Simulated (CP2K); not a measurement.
Consider butadiene at its PBE geometry (Å).

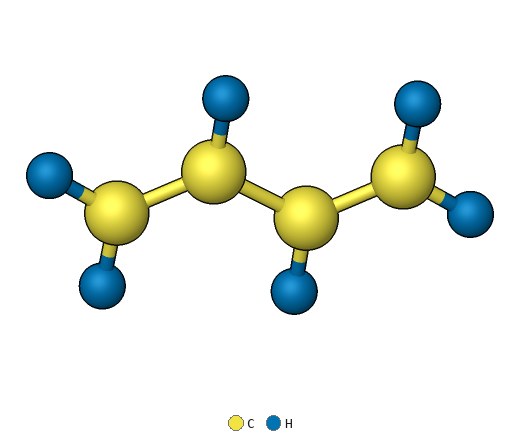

The molecule (carbon yellow, hydrogen blue).

```xyz
10

C     1.7195    0.2104   -0.6598
C     0.6932   -0.1842    0.1156
C    -0.6932    0.1842   -0.1156
C    -1.7195   -0.2104    0.6598
H     1.5565    0.8481   -1.5307
H     2.7449   -0.0898   -0.4488
H     0.8887   -0.8235    0.9822
H    -0.8887    0.8235   -0.9822
H    -2.7449    0.0898    0.4488
H    -1.5565   -0.8481    1.5307
```

Method: CP2K XAS_TDP, all-electron GAPW, PBEh(45%), aug-cc-pVDZ, TDA, GW2X-corrected core level, no relativity.

**Question.** Where do the C K-edge lines lie, and how strong are they?

Leading lines: C1 286.55 eV and C2 287.12 eV. The leading line of an atom is its first one with 35 % of the strongest within 2.5 eV of its lowest line over the strength cut. Core ionisation energies at this level: C1 291.89 and C2 292.27 eV.

The first six lines of each atom with a strength over 0.0015:

```csv
atom,energy (eV),states,"strength, one atom",above the computed threshold
"C1 (bonded to C and 2 H), 2 alike",286.55,1,0.0480,
,290.06,1,0.0060,
,290.44,1,0.0157,
,291.65,1,0.0075,
,291.70,1,0.0049,
,292.29,1,0.0054,yes
"C2 (bonded to 2 C and H), 2 alike",287.12,1,0.0441,
,290.44,1,0.0111,
,290.50,1,0.0126,
,292.13,1,0.0019,
,292.22,1,0.0019,
,292.62,1,0.0073,yes
```

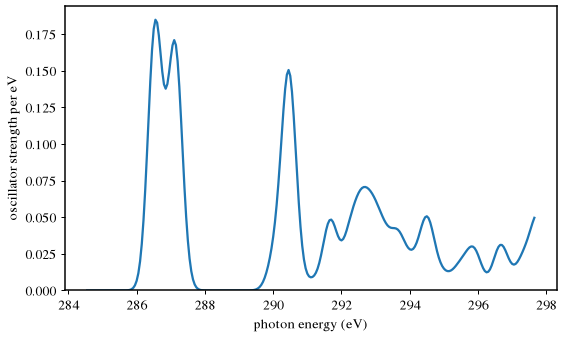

All atoms added, broadened by 0.5 eV.

Lines are vertical, at one geometry, with no vibrational structure. GW2X ionisation energies and lines can be off by 1 to 2 eV either way, and a good line position may hide errors that cancel. These values hold no scalar relativity, about 0.1 eV for C 1s. Rydberg lines, and the discretised continuum above threshold, depend on the basis and the box.

[Banner, clock and machine lines of the logs are left out without a mark of their own.]

[Logs are printed without paths, hosts, clocks, repeated set-up lines and the standing remarks that a program may print on its own settings, such as how far it seeks lower states.]

[Hosts, paths, dates, database ids (printed as entryN), source tags and the programs' standing remarks are cut or masked in the printed files.]
